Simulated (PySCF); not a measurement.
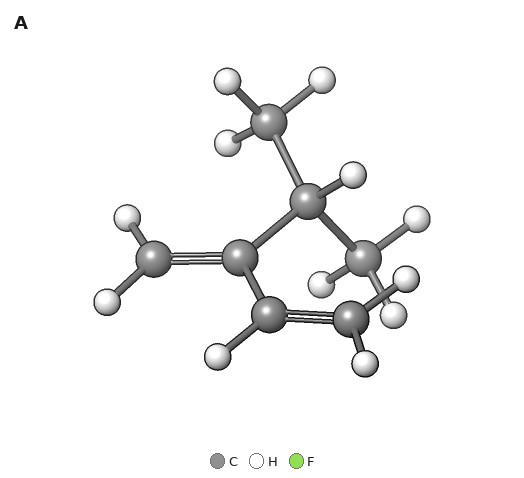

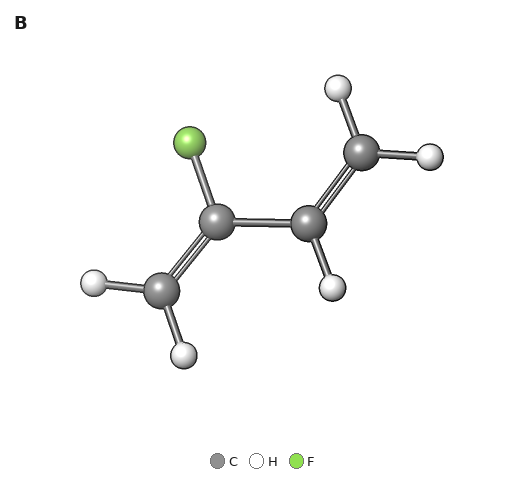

Two related species, optimised with PBE0-D3(BJ)/def2-SVP; properties computed with PySCF 2.14.0. Both: charge 0, singlet.

Question: What are A and B?

Answer: A is C7H12 (C=CC(=C)C(C)C), B is C4H5F (C=CC(=C)F).

Compare them. With PBE0/pcSseg-1: dipole moment (D), HOMO–LUMO gap (eV), HOMO energy (Kohn–Sham orbital) (eV). With ωB97X-D/def2-SVPD: lowest vertical singlet excitation (eV), mean static polarisability (bohr³).

```json
{"quantity": "dipole moment (D)", "A": "0.29", "B": "1.35"}
{"quantity": "HOMO–LUMO gap (eV)", "A": "5.90", "B": "5.91"}
{"quantity": "HOMO energy (Kohn–Sham orbital) (eV)", "A": "−6.67", "B": "−6.99"}
{"quantity": "lowest vertical singlet excitation (eV)", "A": "5.77", "B": "5.87"}
{"quantity": "mean static polarisability (bohr³)", "A": "88.8", "B": "55.1"}
```

Each is one conformer, and no frequency run is at hand to confirm it as a minimum.
